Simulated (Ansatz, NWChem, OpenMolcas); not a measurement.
## A ladder of methods for C2H5AlO (SMILES [CH3][Al]1[CH2][O]1)

The species is C2H5AlO (9 atoms), meant as a singlet with charge 0. As SMILES, `[CH3][Al]1[CH2][O]1`. The shape is that of a PBE0-D4/def2-TZVP optimisation.

Quantity: the vertical ionisation energy (to the doublet cation), in eV. The values are calculated.

```json
{"level": "SVWN5/6-31G* (spherical functions)", "kind": "LDA", "program": "NWChem", "value (eV)": "8.43", "less CCSD(T)/6-31G*": "+0.30", "CPU time (all runs)": "42 s"}
{"level": "BLYP/6-31G* (spherical functions)", "kind": "GGA", "program": "Ansatz", "value (eV)": "8.08", "less CCSD(T)/6-31G*": "-0.05", "CPU time (all runs)": "14 s"}
{"level": "r2SCAN/6-31G* (spherical functions)", "kind": "meta-GGA", "program": "Ansatz", "value (eV)": "8.26", "less CCSD(T)/6-31G*": "+0.13", "CPU time (all runs)": "32 s"}
{"level": "B3LYP/6-31G* (spherical functions)", "kind": "global hybrid", "program": "Ansatz", "value (eV)": "8.33", "less CCSD(T)/6-31G*": "+0.20", "CPU time (all runs)": "19 s"}
{"level": "r2SCAN0/6-31G* (spherical functions)", "kind": "hybrid meta-GGA", "program": "Ansatz", "value (eV)": "8.32", "less CCSD(T)/6-31G*": "+0.19", "CPU time (all runs)": "42 s"}
{"level": "wB97M-V/6-31G* (spherical functions)", "kind": "range-separated hybrid", "program": "Ansatz", "value (eV)": "8.38", "less CCSD(T)/6-31G*": "+0.25", "CPU time (all runs)": "3.4 min"}
{"level": "PBE-QIDH/6-31G* (spherical functions)", "kind": "double hybrid", "program": "Ansatz", "value (eV)": "8.36", "less CCSD(T)/6-31G*": "+0.23", "CPU time (all runs)": "27 s"}
{"level": "RPA@PBE0/6-31G* (spherical functions)", "kind": "RPA", "program": "Ansatz", "value (eV)": "8.12", "less CCSD(T)/6-31G*": "-0.01", "CPU time (all runs)": "25 s"}
{"level": "BCCD(T)/6-31G* (spherical functions)", "kind": "coupled cluster or CI", "program": "Ansatz", "value (eV)": "8.13", "less CCSD(T)/6-31G*": "0.00", "CPU time (all runs)": "55 s"}
{"level": "CCSD(T)/6-31G* (spherical functions), open shells restricted", "kind": "coupled cluster or CI", "program": "OpenMolcas", "value (eV)": "8.13", "less CCSD(T)/6-31G*": "0.00", "CPU time (all runs)": "46 s"}
```

CCSD(T)/6-31G* (spherical functions), open shells restricted is the highest level here, not the true value. The values span 8.08 to 8.43 eV. Times are those of the runs behind each value, whatever else they computed, on shared processors of several kinds: orders of magnitude only.

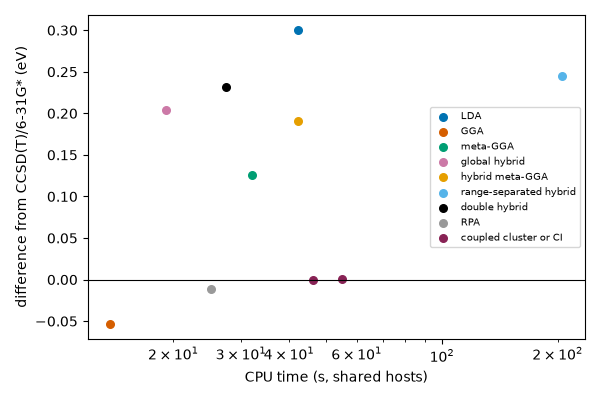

Difference from CCSD(T)/6-31G* against processor time, one point a level.
